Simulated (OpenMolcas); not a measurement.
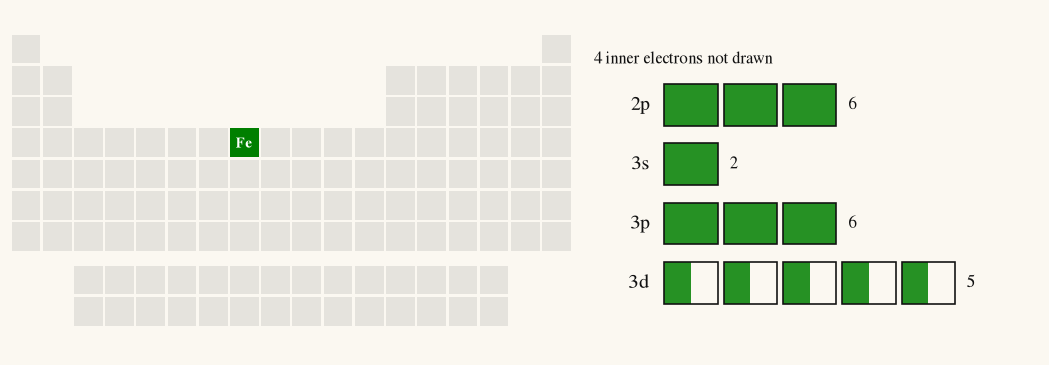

Fig. 1: Left, the place of iron in the periodic table; right, the outer shells of the leading configuration of the lowest level: a box for each of the 2l + 1 orbitals, shaded by the share of the shell that is filled, with the electron count at the right.

**Multiconfigurational calculation for Fe³⁺**

- system: Fe³⁺, among 3 point charges of −2.5 e at 1.71 Å, trigonal planar (D3h), whose field is part of the energies.
- method: state-averaged SS-CASPT2, IPEA shift 0.25, imaginary shift 0.1 hartree, closed shells 3s 3p correlated, active space 5 electrons in the shell 3d, basis ANO-RCC-VDZP, DKH2 scalar Hamiltonian, spin-orbit coupling by RASSI with atomic mean-field integrals (OpenMolcas)

### The program's output (extracts)
```
--- CASPT2 ---
Orbital specifications:
      -----------------------

      Symmetry species                           1
                                                 a
      Frozen orbitals                            5
      Inactive orbitals                          4
      Active orbitals                            5
      Secondary orbitals                        20
      Deleted orbitals                           0
      Number of basis functions                 34
Type of calculation                        SS-CASPT2
      Fock operator                              state-specific
      IPEA shift                                 0.25
      Real shift                                 0.00
      Imaginary shift                            0.10
      The input orbitals will be transformed to quasi-canonical
Reference energy:       -1276.4678634936
      E2 (Non-variational):      -0.2690204714
      Shift correction:          -0.0001087565
      E2 (Variational):          -0.2691292279
      Total energy:           -1276.7369927215
      Residual norm:              0.0000003883
      Reference weight:           0.95787
      Contributions to the CASPT2 correlation energy
      Active & Virtual Only:         -0.0550191987
      One Inactive Excited:          -0.1372258135
      Two Inactive Excited:          -0.0767754593
::    CASPT2 Root  1     Total energy:  -1276.73699272
--- CASPT2 ---
Orbital specifications:
      -----------------------

      Symmetry species                           1
                                                 a
      Frozen orbitals                            5
      Inactive orbitals                          4
      Active orbitals                            5
      Secondary orbitals                        20
      Deleted orbitals                           0
      Number of basis functions                 34
Type of calculation                        SS-CASPT2
      Fock operator                              state-specific
      IPEA shift                                 0.25
      Real shift                                 0.00
      Imaginary shift                            0.10
      The input orbitals will be transformed to quasi-canonical
Reference energy:       -1276.3317961332
      E2 (Non-variational):      -0.2883390894
      Shift correction:          -0.0001363745
      E2 (Variational):          -0.2884754639
      Total energy:           -1276.6202715971
      Residual norm:              0.0000009523
      Reference weight:           0.95251
      Contributions to the CASPT2 correlation energy
      Active & Virtual Only:         -0.0654697141
      One Inactive Excited:          -0.1433902012
      Two Inactive Excited:          -0.0794791740
Reference energy:       -1276.3317961257
      E2 (Non-variational):      -0.2884804508
      Shift correction:          -0.0001352192
      E2 (Variational):          -0.2886156700
      Total energy:           -1276.6204117957
      Residual norm:              0.0000009549
      Reference weight:           0.95250
      Contributions to the CASPT2 correlation energy
      Active & Virtual Only:         -0.0655173671
      One Inactive Excited:          -0.1434487194
      Two Inactive Excited:          -0.0795143643
::    CASPT2 Root  1     Total energy:  -1276.62027160
::    CASPT2 Root  2     Total energy:  -1276.62041180
::    CASPT2 Root  3     Total energy:  -1276.61039831
::    CASPT2 Root  4     Total energy:  -1276.61038071
::    CASPT2 Root  5     Total energy:  -1276.60578582
::    CASPT2 Root  6     Total energy:  -1276.60578515
::    CASPT2 Root  7     Total energy:  -1276.58964625
::    CASPT2 Root  8     Total energy:  -1276.58964688
::    CASPT2 Root  9     Total energy:  -1276.58658167
::    CASPT2 Root 10     Total energy:  -1276.57788735
::    CASPT2 Root 11     Total energy:  -1276.57784214
::    CASPT2 Root 12     Total energy:  -1276.57048739
::    CASPT2 Root 13     Total energy:  -1276.57045363
::    CASPT2 Root 14     Total energy:  -1276.56471329
::    CASPT2 Root 15     Total energy:  -1276.54682912
::    CASPT2 Root 16     Total energy:  -1276.52794559
::    CASPT2 Root 17     Total energy:  -1276.52794428
::    CASPT2 Root 18     Total energy:  -1276.48505911
::    CASPT2 Root 19     Total energy:  -1276.45147240
::    CASPT2 Root 20     Total energy:  -1276.45147185
::    CASPT2 Root 21     Total energy:  -1276.44644830
::    CASPT2 Root 22     Total energy:  -1276.44633327
::    CASPT2 Root 23     Total energy:  -1276.42360237
::    CASPT2 Root 24     Total energy:  -1276.42347935
--- CASPT2 ---
Orbital specifications:
      -----------------------

      Symmetry species                           1
                                                 a
      Frozen orbitals                            5
      Inactive orbitals                          4
      Active orbitals                            5
      Secondary orbitals                        20
      Deleted orbitals                           0
      Number of basis functions                 34
Type of calculation                        SS-CASPT2
      Fock operator                              state-specific
      IPEA shift                                 0.25
      Real shift                                 0.00
      Imaginary shift                            0.10
      The input orbitals will be transformed to quasi-canonical
Reference energy:       -1276.2493652844
      E2 (Non-variational):      -0.2878916511
      Shift correction:          -0.0001639759
      E2 (Variational):          -0.2880556269
      Total energy:           -1276.5374209113
      Residual norm:              0.0000001248
      Reference weight:           0.95207
      Contributions to the CASPT2 correlation energy
      Active & Virtual Only:         -0.0619319139
      One Inactive Excited:          -0.1537244633
      Two Inactive Excited:          -0.0722352739
Reference energy:       -1276.2492875589
      E2 (Non-variational):      -0.2911480124
      Shift correction:          -0.0001557721
      E2 (Variational):          -0.2913037844
      Total energy:           -1276.5405913433
      Residual norm:              0.0000007061
      Reference weight:           0.95084
      Contributions to the CASPT2 correlation energy
      Active & Virtual Only:         -0.0649145773
      One Inactive Excited:          -0.1505369722
      Two Inactive Excited:          -0.0756964629
::    CASPT2 Root  1     Total energy:  -1276.53742091
::    CASPT2 Root  2     Total energy:  -1276.54059134
::    CASPT2 Root  3     Total energy:  -1276.54058404
::    CASPT2 Root  4     Total energy:  -1276.53708647
::    CASPT2 Root  5     Total energy:  -1276.53709017
::    CASPT2 Root  6     Total energy:  -1276.53426639
::    CASPT2 Root  7     Total energy:  -1276.53422412
::    CASPT2 Root  8     Total energy:  -1276.52965569
::    CASPT2 Root  9     Total energy:  -1276.52976954
::    CASPT2 Root 10     Total energy:  -1276.51918431
::    CASPT2 Root 11     Total energy:  -1276.51918477
::    CASPT2 Root 12     Total energy:  -1276.52739043
::    CASPT2 Root 13     Total energy:  -1276.52740241
::    CASPT2 Root 14     Total energy:  -1276.53054994
::    CASPT2 Root 15     Total energy:  -1276.53053082
::    CASPT2 Root 16     Total energy:  -1276.51157268
::    CASPT2 Root 17     Total energy:  -1276.51180725
::    CASPT2 Root 18     Total energy:  -1276.52709719
::    CASPT2 Root 19     Total energy:  -1276.52236823
::    CASPT2 Root 20     Total energy:  -1276.52223878
::    CASPT2 Root 21     Total energy:  -1276.52468593
::    CASPT2 Root 22     Total energy:  -1276.51018580
::    CASPT2 Root 23     Total energy:  -1276.51014820
::    CASPT2 Root 24     Total energy:  -1276.51326486
::    CASPT2 Root 25     Total energy:  -1276.51326428
::    CASPT2 Root 26     Total energy:  -1276.50364852
::    CASPT2 Root 27     Total energy:  -1276.50362249
::    CASPT2 Root 28     Total energy:  -1276.49907881
::    CASPT2 Root 29     Total energy:  -1276.49900063
::    CASPT2 Root 30     Total energy:  -1276.49224586
```

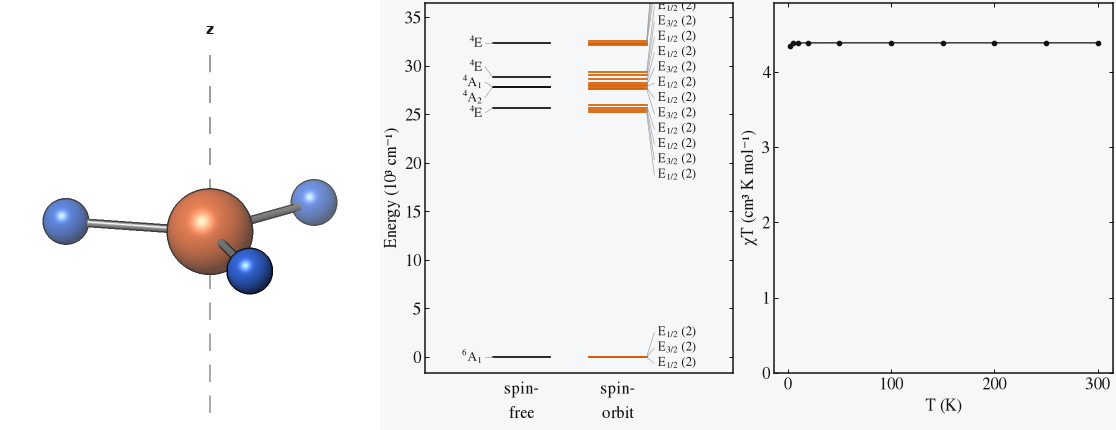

Fig. 2: Fe³⁺ (3d⁵) among 3 point charges of −2.5 e at 1.71 Å, arranged as: trigonal planar (D3h), with its levels and susceptibility. Labels give the representation in O, Td, D4 or D3 as the site allows (double group for half-integer spin) where it could be assigned and, in brackets, the degeneracy; spin-free states, where drawn, share the zero of the spin-orbit levels. Powder susceptibility by Van Vleck's formula. The ground level is E₁/₂, a Kramers doublet, 100 % from states of spin multiplicity 6. Its principal g values are 2.00, 6.01 and 6.01, easy-plane. The next level lies at 0.45 cm⁻¹ (E₃/₂). The lowest spin-free state is ⁶A₁, from the free-ion S term. χT is 4.35 cm³ K mol⁻¹ at 2 K and 4.39 at 300 K, an effective moment of 5.92 μB.

### Input file
```
&GATEWAY
Coord
1

Fe 0.0 0.0 0.0
Basis=ANO-RCC-VDZP
Group=NoSym
NoMove
AngMom=0.0 0.0 0.0
AMFI
XField
3 Angstrom 0
1.710000 0.000000 0.000000 -2.500000
-0.855000 1.480903 0.000000 -2.500000
-0.855000 -1.480903 0.000000 -2.500000
&SEWARD
&RASSCF
FileOrb=start.orb
Symmetry=1
Spin=6
nActEl=5 0 0
Inactive=9
Ras2=5
CIRoot=1 1 1
SDav=1
CIMx=300
Iter=120 100
PrWF=0.3
OrbListing=Nothing
MaxOrb=0
>>> COPY $Project.JobIph JOB001
&RASSCF
FileOrb=start.orb
Symmetry=1
Spin=4
nActEl=5 0 0
Inactive=9
Ras2=5
CIRoot=24 24 1
SDav=24
CIMx=300
Iter=120 100
PrWF=0.3
OrbListing=Nothing
MaxOrb=0
>>> COPY $Project.JobIph JOB002
&RASSCF
FileOrb=start.orb
Symmetry=1
Spin=2
nActEl=5 0 0
Inactive=9
Ras2=5
CIRoot=75 75 1
SDav=75
CIMx=300
Iter=120 100
PrWF=0.3
OrbListing=Nothing
MaxOrb=0
>>> COPY $Project.JobIph JOB003
&RASSI
NrOfJobIphs=3 1 24 75
1
1 2 3 4 5 6 7 8 9 10 11 12 13 14 15 16 17 18 19 20 21 22 23 24
1 2 3 4 5 6 7 8 9 10 11 12 13 14 15 16 17 18 19 20 21 22 23 24 25 26 27
28 29 30 31 32 33 34 35 36 37 38 39 40 41 42 43 44 45 46 47 48 49 50 51
52 53 54 55 56 57 58 59 60 61 62 63 64 65 66 67 68 69 70 71 72 73 74 75
IphNames
JOB001
JOB002
JOB003
EJob
SpinOrbit
DIPRint=1.0
SOCoupling=1000.0
Subsets=2
Property=9
'ANGMOM' 1 'ANGMOM' 2 'ANGMOM' 3 'MLTPL  1' 1 'MLTPL  1' 2 'MLTPL  1' 3
'AMFI' 1 'AMFI' 2 'AMFI' 3
SOProperty=3
'ANGMOM' 1 'ANGMOM' 2 'ANGMOM' 3
>>> COPY JOB001 $Project.JobIph
&CASPT2
Multistate=1 1
Frozen=5
IPEA=0.25
Imaginary=0.1
MaxIter=60
WThr=0.0 0.3 0.05
PrWF=0.5
NoMix
>>> COPY JOB002 $Project.JobIph
&CASPT2
Multistate=24 1 2 3 4 5 6 7 8 9 10 11 12 13 14 15 16 17 18 19 20 21 22
23 24
NoMult
Frozen=5
IPEA=0.25
Imaginary=0.1
MaxIter=60
WThr=0.0 0.3 0.05
PrWF=0.5
NoMix
>>> COPY JOB003 $Project.JobIph
&CASPT2
Multistate=75 1 2 3 4 5 6 7 8 9 10 11 12 13 14 15 16 17 18 19 20 21 22
23 24 25 26 27 28 29 30 31 32 33 34 35 36 37 38 39 40 41 42 43 44 45 46
47 48 49 50 51 52 53 54 55 56 57 58 59 60 61 62 63 64 65 66 67 68 69 70
71 72 73 74 75
NoMult
Frozen=5
IPEA=0.25
Imaginary=0.1
MaxIter=60
WThr=0.0 0.3 0.05
PrWF=0.5
NoMix
```

The file start.orb holds starting orbitals from an earlier step. A driver script formed the levels outside the program, from RASSI's spin-orbit matrix and the CASPT2 energies (for multi-state variants, the effective Hamiltonian), averaged over the components of each term or state. The log and the time are those of the CASPT2 step.

Command:
```bash
OMP_NUM_THREADS=1 MOLCAS_MEM=1689 MOLCAS_PROJECT=a pymolcas a.inp > a.log  # once for each step of the input, in one work folder
```

### Results in brief

- outcome: converged
- energy of the lowest spin-free term: −1276.73699 hartree
- energy of the lowest spin-orbit level: −1276.73714 hartree
- CASPT2 correlation energy: −0.2691 hartree
- largest spread among components of a term: 51.2 cm⁻¹
- lowest reference weight: 0.947
- hardware: 1 thread of Arm Neoverse V2, 24 GiB of memory available, shared host
- wall time: 8.9 s

### Notes

The components of ²E, which symmetry makes degenerate, are split by 51 cm⁻¹ in CASPT2. This is an artefact; the levels of such states rest on averages and are uncertain by about as much. Limits: point charges lack covalency, field too small at true ligand charges; small active space favours high spin, ground spin may be wrong.
